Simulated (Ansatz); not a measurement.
The starting structures come from a database of crystals and need not be the phases stable at ambient conditions.

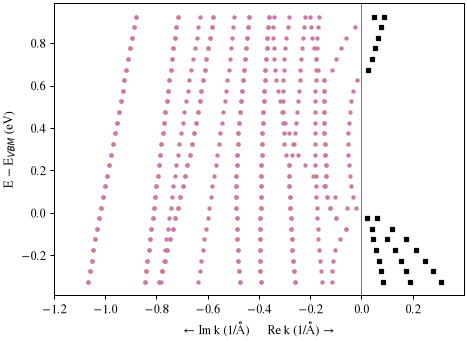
Complex bands at the centre of the two-dimensional zone; PBEsol (Ansatz, a program for electronic structure)

No gap correction and no spin-orbit coupling; mid-gap is the computed energy nearest the middle.

This is Sr(CdP)$_{2}$ (P-3m1, 5 atoms a cell, 24.1 Å³ an atom, -2 GPa at this level) along the normal of (111). Read off the slowest decay at the centre of the two-dimensional zone at 0.33 eV, the computed energy nearest the middle of the gap.

κ ≈ 0.05 1/Å, a decay length 1/(2κ) of the density of 9.7 Å.
